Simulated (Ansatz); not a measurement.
Formation energy of the bound charge states of P on the Si site + O vacancy (P_Si+V_O) in alpha quartz (start: the Si site; O 1.63 Å away; 72-site cell, 2×2×2 Γ-centred sampling) against the Fermi level, Si-rich (Δμ(O) = -4.16 eV, Δμ(Si) = 0.00 eV, Δμ(P) = -0.23 eV, bounded by SiP2 (Pbam); only phases computed here count, gases as isolated molecules at 0 K). Level of theory: PBE, PAW (plane waves to 420 eV; Ansatz, a first-principles code).

Details: 72-site cell; 2×2×2 Γ-centred k-points; host gap 5.68 eV; charged states image-corrected; finite-size errors of tenths of an eV; flagged in the runs: a host whose relaxation on this sampling wasn't shown to rest, a strain field that reaches the edge of the cell.

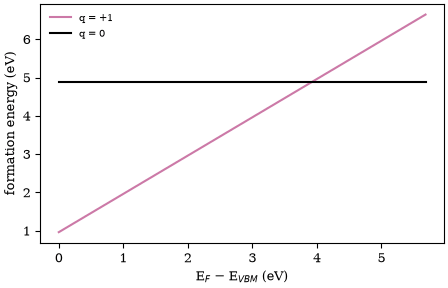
*Formation energy of each charge state against the Fermi level*

Crossings of the lowest lines: (+1/0) at 3.92 eV. At the valence-band maximum: q = +1: 0.96 eV; q = 0: 4.88 eV.
